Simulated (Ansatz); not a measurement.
Band structure of W (Im-3m, 1 atom in the cell).

```
CELL_PARAMETERS angstrom
     -1.56138     1.56138     1.56138
      1.56138    -1.56138     1.56138
      1.56138     1.56138    -1.56138
ATOMIC_POSITIONS crystal
  W  0.00000 0.00000 0.00000
```

Level of theory: PBE, PAW files (plane waves; Ansatz, a first-principles code).

Settings: kpoints.mp_grid.grid = 15 15 15; hamiltonian.xc = pbe; hamiltonian.pseudopotentials = {kind: paw} (the program's default PAW files); scf.occupations.method = fermi_dirac; scf.occupations.width = 0.0073 Ry; kpoints.band_path.npoints = 10.

The starting cell comes from a database of computed structures (which also holds hypothetical and non-ambient phases and stackings), without a prior relaxation at this level. Its lattice was rescaled by a random factor within 2.5 % of one. Spin-orbit coupling is off. Spin polarisation is off.

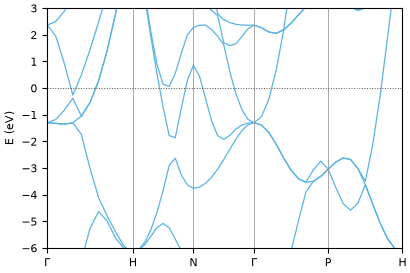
Fig. 1. Bands along the path, energies from the Fermi level.

Levels in eV from the Fermi level, bands 4 to 10:
| point | 4 | 5 | 6 | 7 | 8 | 9 | 10 |
|---|---|---|---|---|---|---|---|
| Γ | -37.57 | -9.85 | -1.30 | -1.30 | -1.30 | 2.36 | 2.36 |
| H | -38.60 | -6.16 | -6.16 | 5.48 | 5.48 | 5.48 | 8.60 |
| N | -37.58 | -6.53 | -3.76 | 0.86 | 2.28 | 3.32 | 6.54 |
| P | -38.32 | -3.04 | -3.04 | -3.04 | 3.51 | 3.51 | 7.04 |

Bands cross the Fermi level along this path, so the cell is metallic at this level.

Keys are those of Ansatz 0.2.
